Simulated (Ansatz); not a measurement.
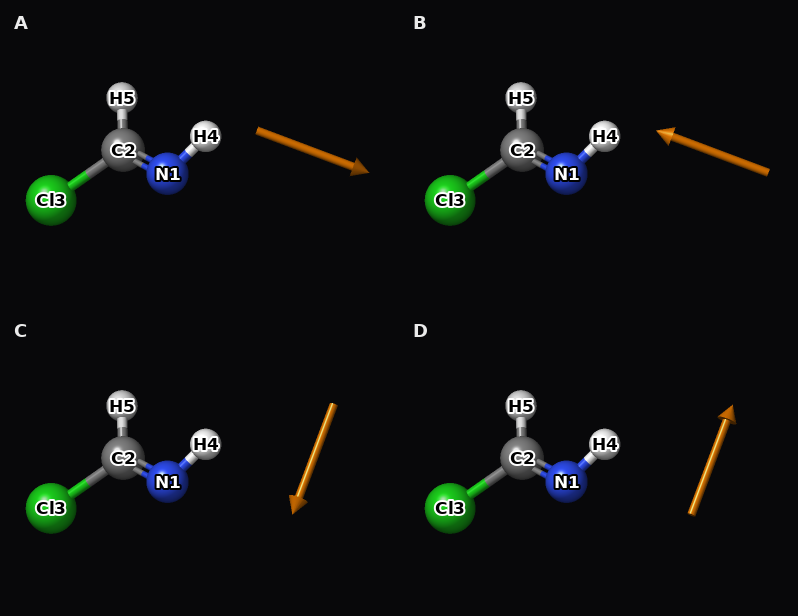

The same molecule four times, each with an arrow. The computed structure is the end point of a PBE-D4/def2-SVP optimisation. No frequency run is at hand to confirm it as a minimum. Method: RKS PBE-D4/def2-SVP (Ansatz 0.2.0).

> Which arrow points along the dipole moment, from the negative to the positive end?

D. The dipole moment is 2.40 D; it points from the side of Cl3 to the side of H5 (the outermost atoms at the two ends).
